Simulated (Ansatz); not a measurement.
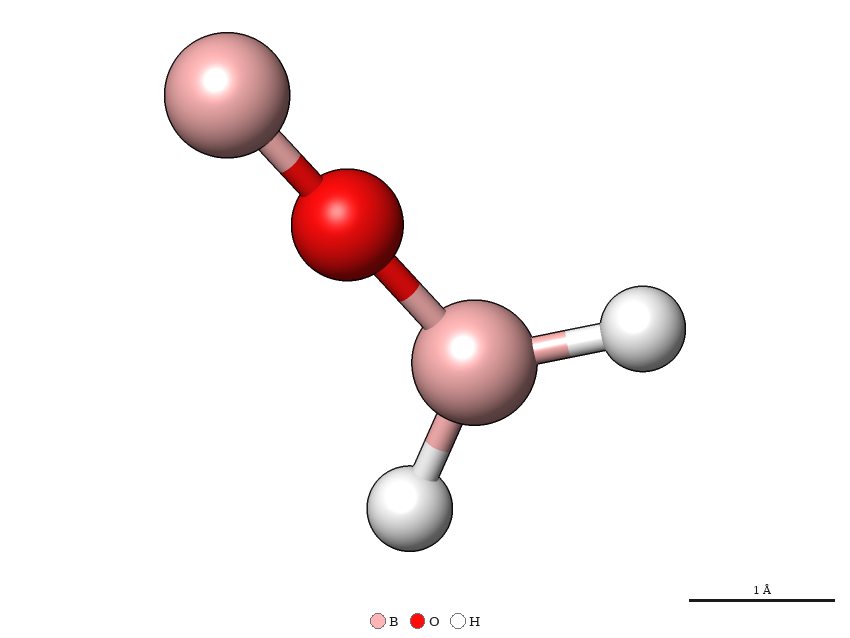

A ball-and-stick model of a molecule.

Describe the molecule.

The molecule is B2H2O. The point group is C2v. All atoms lie on one plane. Coordination: 1 B trigonal planar; 1 O linear.

The parts below concern this one geometry. Atoms keep their numbers from picture to picture. Computed geometry: PBE0-D4/def2-TZVP optimisation. No frequency run is at hand to confirm it as a minimum.

**Electronic properties**

No frequency run is at hand to confirm it as a minimum. Method: RKS PBE0-D4/def2-TZVPP (Ansatz 0.2.0).

Computed properties:

- HOMO energy (Kohn–Sham orbital): −7.07 eV
- LUMO energy (Kohn–Sham orbital): −2.25 eV
- HOMO–LUMO gap: 4.82 eV

**Charges**

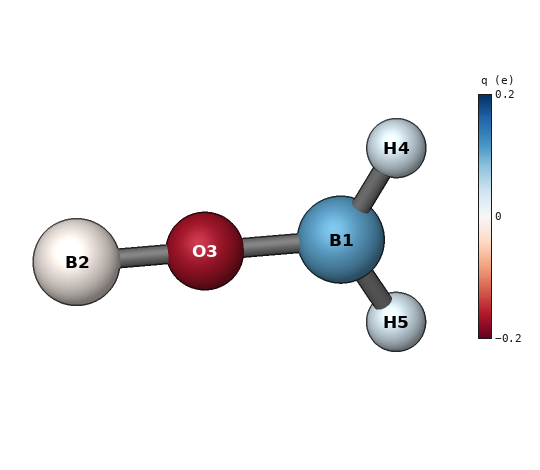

Atoms are coloured by their Mulliken charges. No frequency run is at hand to confirm it as a minimum. Method: RKS PBE0-D4/def2-TZVP (Ansatz 0.2.0).

Give the Mulliken charges atom by atom.

| atom | value (e) |
| --- | --- |
| B1 | 0.11 |
| B2 | −0.01 |
| O3 | −0.16 |
| H4 | 0.03 |
| H5 | 0.03 |

**Dipole moment**

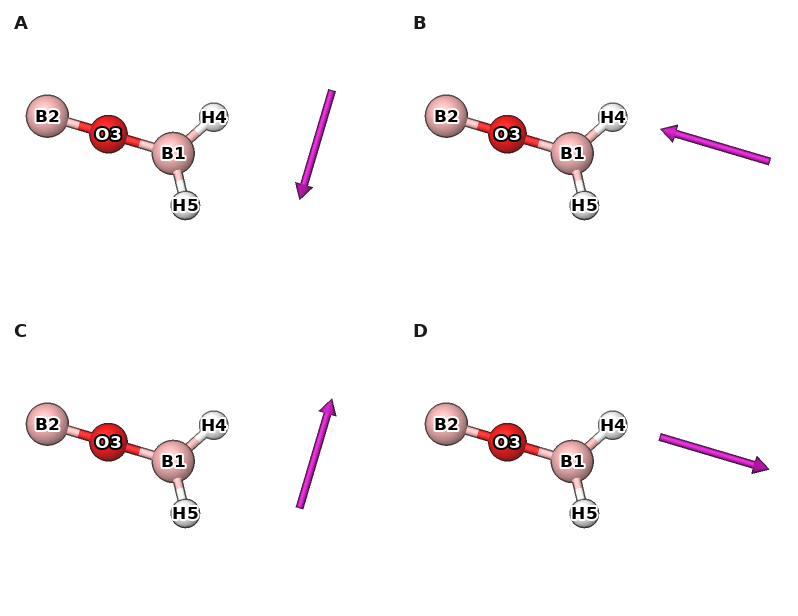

The same molecule four times, each with an arrow. No frequency run is at hand to confirm it as a minimum. Properties computed with RKS PBE0-D4/def2-TZVP (Ansatz 0.2.0).

Question: Which arrow points along the dipole moment, from the negative to the positive end?

Answer: D. The dipole moment is 2.90 D; it points from the side of B2 to the side of H4, H5 (the outermost atoms at the two ends).

Mulliken values depend strongly on the basis set and can even reverse the polarity of a bond.
